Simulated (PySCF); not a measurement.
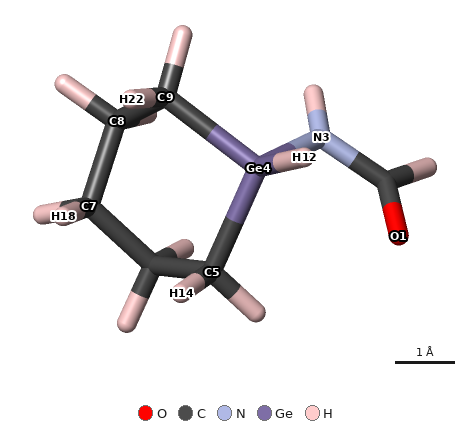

Fig. 1: The structure as given in the input (stick view, seen on its broad side; atoms are numbered from 1 in the order of the input). Sticks mark near contacts.

**Geometry relaxation of C6H13GeNO**

C6H13GeNO, SMILES O=C[NH][GeH]1[CH2]CCC[CH2]1, computed with PBE0-D3(BJ)/def2-SVP geometry optimisation, gas phase (PySCF 2.14.0).

It belongs to a series of runs on one base structure; here: H on Ge replaced by NHCHO.

## Output
```
step   0  E = -2442.28228405  max force = 0.034590
step   1  E = -2442.29269633  max force = 0.007665
step   2  E = -2442.29319407  max force = 0.003251
step   3  E = -2442.29300412  max force = 0.005805
step   4  E = -2442.29316552  max force = 0.003499
step   5  E = -2442.29324901  max force = 0.000467
step   6  E = -2442.29326403  max force = 0.000552
step   7  E = -2442.29327857  max force = 0.000460
step   8  E = -2442.29329072  max force = 0.000388
optimisation converged
```

## Trajectory as extended XYZ (Å, eV, eV/Å), 5 of the 9 frames kept, from step=0 to step=8
```
22
Properties=species:S:1:pos:R:3:forces:R:3 step=0 energy=-66457.88600
O     3.3929   -0.2069    0.5209   -0.2342   0.1140  -0.6106
C     3.0637   -0.1161   -0.6561    0.0702  -0.1106   0.8398
N     1.8722    0.3866   -1.0417    0.8305  -0.3613   1.1237
Ge    0.8651    0.9469    0.4136   -1.7787  -0.3640   0.1396
C     0.2695   -0.6460    1.4593   -0.9418   1.4271  -0.1582
C    -0.7441   -1.4444    0.6601   -0.2604   0.0757   0.6885
C    -1.9471   -0.6338    0.2241   -0.0274   0.3375  -0.3651
C    -1.6425    0.3612   -0.9099   -1.0128   0.3679   1.5679
C    -0.8498    1.5708   -0.4221    1.5643  -1.0433  -1.6136
H     3.7355   -0.4600   -1.4516    0.2963  -0.1265  -0.5527
H     1.6587    0.4407   -2.0048   -0.3267   0.1051  -1.1941
H     1.6433    2.0217    1.1150    0.2763   0.4224   0.3593
H     1.1013   -1.2455    1.7234    1.3175  -0.7362   0.3895
H    -0.2033   -0.2985    2.4067    0.2300   0.0330  -0.2937
H    -1.0856   -2.3046    1.2688    0.0930   0.0393  -0.1232
H    -0.2525   -1.8471   -0.2179    0.2294  -0.4268  -0.5794
H    -2.7286   -1.3121   -0.1215   -0.3069  -0.2546  -0.0637
H    -2.3651   -0.0812    1.0886   -0.0116  -0.0908  -0.0643
H    -2.6053    0.6926   -1.3323   -0.0042   0.0936  -0.0865
H    -1.1407   -0.1631   -1.6913    0.7196  -0.5888  -1.0166
H    -0.6778    2.2329   -1.2937    0.2002   0.0946   0.3071
H    -1.4248    2.1101    0.2757   -0.9228   0.9927   1.3059
22
Properties=species:S:1:pos:R:3:forces:R:3 step=2 energy=-66458.18288
O     3.8912   -0.5829    0.8773   -0.0623   0.0722  -0.0143
C     3.4602   -0.4100   -0.2440    0.0594  -0.1672  -0.0334
N     2.2670    0.1616   -0.5222   -0.0532   0.0686   0.0563
Ge    1.1796    0.7790    0.8859    0.0325  -0.0276  -0.0148
C     0.6216   -0.7591    1.9403    0.0145  -0.0822   0.0434
C    -0.3777   -1.6029    1.1444    0.0194   0.0290  -0.0407
C    -1.5951   -0.8303    0.6297   -0.0046   0.0027   0.0243
C    -1.2919    0.1988   -0.4618    0.0441  -0.0485  -0.0681
C    -0.4545    1.3928    0.0091   -0.1197   0.0638   0.0873
H     4.0301   -0.7370   -1.1494    0.0116   0.0307  -0.0096
H     2.0101    0.2561   -1.4986    0.0238   0.0096   0.0135
H     1.9485    1.8688    1.6473    0.0030   0.0139  -0.0050
H     1.5100   -1.3435    2.2268   -0.0166   0.0429  -0.0269
H     0.1634   -0.3928    2.8753   -0.0126   0.0227  -0.0189
H    -0.7214   -2.4486    1.7639   -0.0053   0.0071   0.0105
H     0.1392   -2.0586    0.2798   -0.0023  -0.0087   0.0181
H    -2.3317   -1.5503    0.2376    0.0082  -0.0041  -0.0100
H    -2.0928   -0.3245    1.4786    0.0002  -0.0047  -0.0049
H    -2.2413    0.5612   -0.8919   -0.0055   0.0075   0.0190
H    -0.7732   -0.3187   -1.2922   -0.0162   0.0367   0.0392
H    -0.2361    2.0882   -0.8171    0.0196  -0.0193  -0.0128
H    -1.0263    1.9766    0.7557    0.0622  -0.0450  -0.0524
22
Properties=species:S:1:pos:R:3:forces:R:3 step=4 energy=-66458.18210
O     3.8642   -0.5728    0.8834    0.1799  -0.0653   0.0235
C     3.4573   -0.4138   -0.2482   -0.1693   0.0118   0.1554
N     2.2652    0.1620   -0.5240   -0.0136   0.0252  -0.1640
Ge    1.1812    0.7786    0.8847    0.0212  -0.0459  -0.0020
C     0.6235   -0.7600    1.9394   -0.0281  -0.0173   0.0232
C    -0.3753   -1.6037    1.1437    0.0095   0.0249  -0.0122
C    -1.5932   -0.8317    0.6297    0.0001   0.0014   0.0058
C    -1.2916    0.1988   -0.4611    0.0082  -0.0031  -0.0049
C    -0.4551    1.3930    0.0109   -0.0343   0.0085  -0.0004
H     4.0367   -0.7418   -1.1468    0.0006   0.0176   0.0138
H     2.0088    0.2578   -1.4993   -0.0183   0.0258  -0.0421
H     1.9506    1.8682    1.6442    0.0089   0.0266   0.0050
H     1.5120   -1.3412    2.2242    0.0309   0.0017  -0.0042
H     0.1656   -0.3916    2.8738   -0.0135   0.0131  -0.0170
H    -0.7191   -2.4492    1.7636   -0.0035   0.0082   0.0073
H     0.1420   -2.0596    0.2803    0.0031  -0.0156  -0.0029
H    -2.3289   -1.5523    0.2370    0.0047  -0.0046  -0.0094
H    -2.0910   -0.3269    1.4787   -0.0046  -0.0027   0.0027
H    -2.2421    0.5611   -0.8893   -0.0020   0.0046   0.0184
H    -0.7732   -0.3147   -1.2913    0.0121  -0.0023  -0.0121
H    -0.2370    2.0882   -0.8161    0.0155  -0.0223  -0.0016
H    -1.0218    1.9753    0.7574   -0.0075   0.0099   0.0178
22
Properties=species:S:1:pos:R:3:forces:R:3 step=6 energy=-66458.18478
O     3.8748   -0.5914    0.8769   -0.0104   0.0082  -0.0040
C     3.4511   -0.4186   -0.2469   -0.0039  -0.0284   0.0057
N     2.2630    0.1663   -0.5238    0.0006   0.0101   0.0036
Ge    1.1792    0.7818    0.8860   -0.0011  -0.0112  -0.0031
C     0.6229   -0.7566    1.9417    0.0075  -0.0073   0.0128
C    -0.3715   -1.6032    1.1444    0.0091   0.0054  -0.0078
C    -1.5905   -0.8353    0.6275    0.0008  -0.0003   0.0017
C    -1.2903    0.1975   -0.4613    0.0045  -0.0001  -0.0024
C    -0.4589    1.3940    0.0133   -0.0124   0.0065   0.0094
H     4.0244   -0.7409   -1.1515    0.0015   0.0016  -0.0044
H     2.0090    0.2662   -1.5001    0.0053   0.0142  -0.0042
H     1.9472    1.8745    1.6451    0.0028   0.0069  -0.0049
H     1.5141   -1.3335    2.2285    0.0066   0.0022   0.0010
H     0.1612   -0.3856    2.8730   -0.0093   0.0060  -0.0082
H    -0.7155   -2.4479    1.7653   -0.0009   0.0044   0.0060
H     0.1492   -2.0605    0.2835   -0.0032  -0.0077   0.0014
H    -2.3223   -1.5585    0.2321    0.0051  -0.0017  -0.0062
H    -2.0922   -0.3329    1.4757   -0.0047  -0.0049   0.0003
H    -2.2418    0.5575   -0.8889   -0.0020   0.0021   0.0078
H    -0.7680   -0.3123   -1.2918    0.0005  -0.0003  -0.0044
H    -0.2396    2.0878   -0.8141    0.0091  -0.0072  -0.0029
H    -1.0267    1.9755    0.7600   -0.0053   0.0015   0.0029
22
Properties=species:S:1:pos:R:3:forces:R:3 step=8 energy=-66458.18551
O     3.8544   -0.6186    0.8728    0.0012  -0.0005   0.0001
C     3.4372   -0.4294   -0.2508   -0.0082  -0.0136   0.0035
N     2.2590    0.1762   -0.5254   -0.0011   0.0024  -0.0083
Ge    1.1773    0.7886    0.8875   -0.0046  -0.0015   0.0046
C     0.6259   -0.7503    1.9449    0.0200   0.0044  -0.0030
C    -0.3616   -1.6027    1.1458    0.0023  -0.0036  -0.0006
C    -1.5830   -0.8419    0.6244    0.0033   0.0016   0.0012
C    -1.2871    0.1959   -0.4610    0.0037   0.0018   0.0017
C    -0.4638    1.3968    0.0170    0.0045  -0.0055   0.0064
H     4.0089   -0.7510   -1.1568   -0.0017  -0.0006   0.0007
H     2.0089    0.2874   -1.5016    0.0049   0.0153   0.0034
H     1.9441    1.8839    1.6453    0.0020   0.0013  -0.0072
H     1.5201   -1.3209    2.2354   -0.0070   0.0028   0.0051
H     0.1579   -0.3769    2.8721   -0.0051  -0.0012  -0.0009
H    -0.7044   -2.4469    1.7682    0.0006   0.0024   0.0026
H     0.1637   -2.0610    0.2881   -0.0032  -0.0015   0.0009
H    -2.3077   -1.5695    0.2240    0.0029  -0.0005  -0.0040
H    -2.0918   -0.3451    1.4717   -0.0054  -0.0046  -0.0006
H    -2.2408    0.5511   -0.8877   -0.0002   0.0004   0.0002
H    -0.7599   -0.3078   -1.2922   -0.0065   0.0013   0.0001
H    -0.2440    2.0901   -0.8107   -0.0017   0.0028   0.0008
H    -1.0349    1.9759    0.7634   -0.0006  -0.0036  -0.0068
```

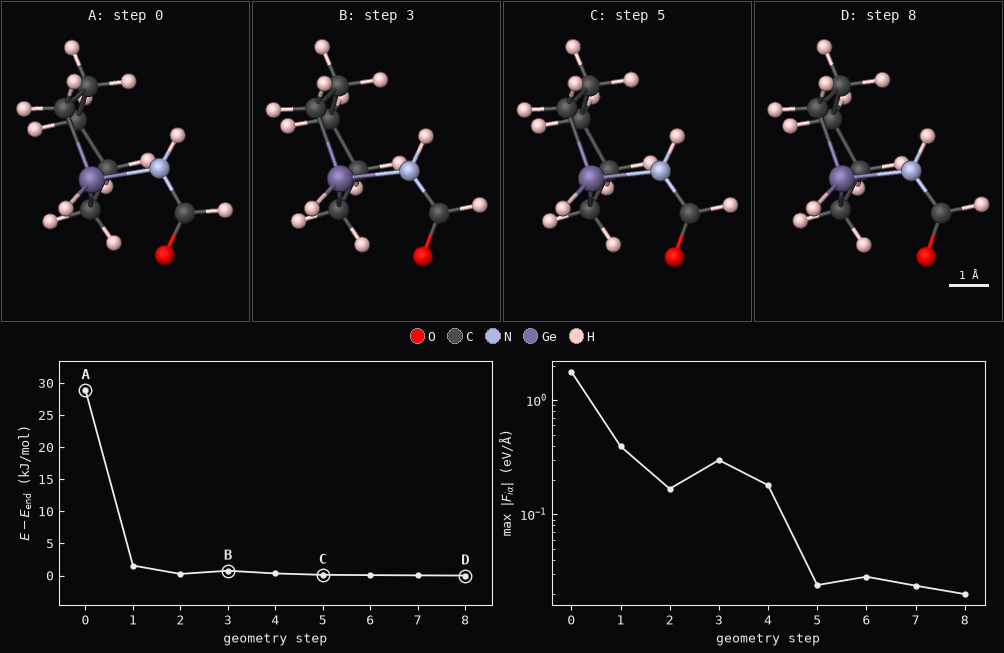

Fig. 2: Frames of the relaxation (ball-and-stick view, seen at a tilt) above the curves, on which the letters mark them (steps are counted from 0).

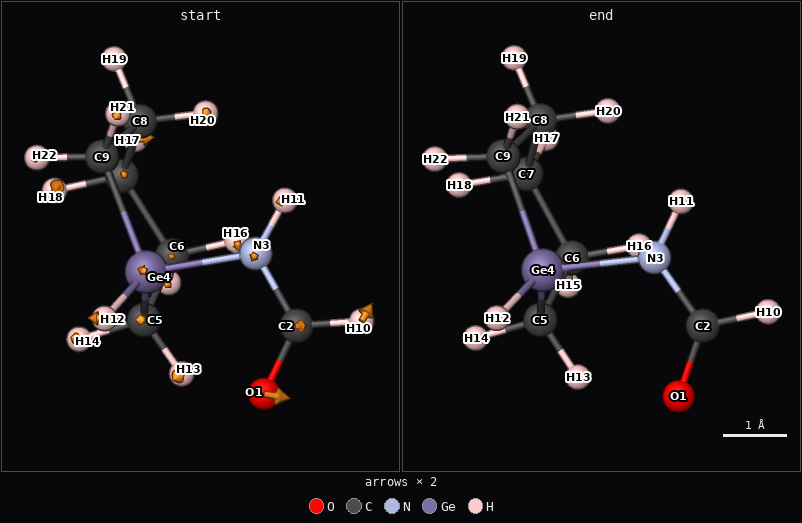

Fig. 3: Before (left) and after (right) the relaxation, at one scale (ball-and-stick view, seen at a tilt). The orange arrows give the displacements, magnified 2 times. The largest move after the best rigid fit is that of O1, 0.23 Å. Largest moves by element: O 0.23 Å, H 0.18 Å, C 0.10 Å, Ge 0.08 Å, N 0.07 Å. Among the contacts that change: Ge4–C9 2.007 → 1.955 Å, C9–H22 1.053 → 1.104 Å, Ge4–C5 1.996 → 1.947 Å, C5–H13 1.059 → 1.100 Å. Among the angles that change: C2–N3–Ge4 111.6° → 119.6°, Ge4–N3–H11 129.1° → 123.1°, C8–C9–H21 107.6° → 111.5°. The energy falls by 28.9 kJ/mol in 8 geometry steps. Largest force component: 1.8 eV/Å at the start, 0.02 eV/Å at the end. (Atoms are counted from 1 in the order of the input.)

This output came from the following input.

## Input
```
{"job": {"xc": "PBE0", "basis": "def2-SVP", "d3": "d3bj", "grid": 1, "shake": 0.01, "kind": "geom"}, "charge": 0, "multiplicity": 1}
O      3.392910    -0.206860     0.520870
C      3.063700    -0.116070    -0.656100
N      1.872190     0.386650    -1.041730
Ge     0.865130     0.946900     0.413630
C      0.269540    -0.645970     1.459350
C     -0.744090    -1.444370     0.660090
C     -1.947120    -0.633750     0.224100
C     -1.642470     0.361220    -0.909860
C     -0.849800     1.570820    -0.422060
H      3.735460    -0.460000    -1.451630
H      1.658700     0.440670    -2.004790
H      1.643250     2.021650     1.115010
H      1.101270    -1.245500     1.723450
H     -0.203340    -0.298460     2.406730
H     -1.085550    -2.304590     1.268820
H     -0.252530    -1.847120    -0.217880
H     -2.728570    -1.312080    -0.121520
H     -2.365140    -0.081220     1.088650
H     -2.605330     0.692630    -1.332280
H     -1.140670    -0.163130    -1.691280
H     -0.677850     2.232870    -1.293730
H     -1.424780     2.110050     0.275660
```

The first line tells a small driver script what to run in PySCF; the rest is the geometry in Å.

Launch command:
```bash
OMP_NUM_THREADS=1 python <driver script> task.json out
```

## Key numbers

- outcome: converged
- total energy: −2442.293291 hartree
- dipole moment: 3.75 D
- point group: C1
- hardware: 1 CPU thread, shared host
- wall time: 4.8 min
- peak memory: 1 GiB
